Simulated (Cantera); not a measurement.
A closed system holds: 1 mol C3H6, a varied amount of CO2, 3.1 mol H2, equilibrated at 575 °C and 12.8 Torr.

Method: chemical equilibrium by Gibbs-energy minimisation in Cantera with the NASA 1993 tables (ideal gas, pure condensed phases). Candidate condensed phases: C, C6H6, C7H8, C8H18, H2O; 110 gas species. Rates play no part.

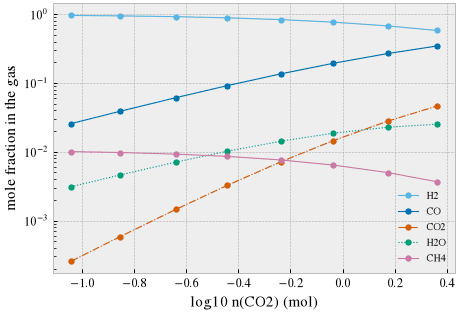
Figure. Equilibrium gas composition (values under 1e-9 drawn at 1e-9)

**Question.** Read off the mole fractions at 0.36 mol CO2.

**Answer.** H2 about 0.89, CO about 0.091, H2O about 0.010, CH4 about 0.0086, CO2 about 0.0032.
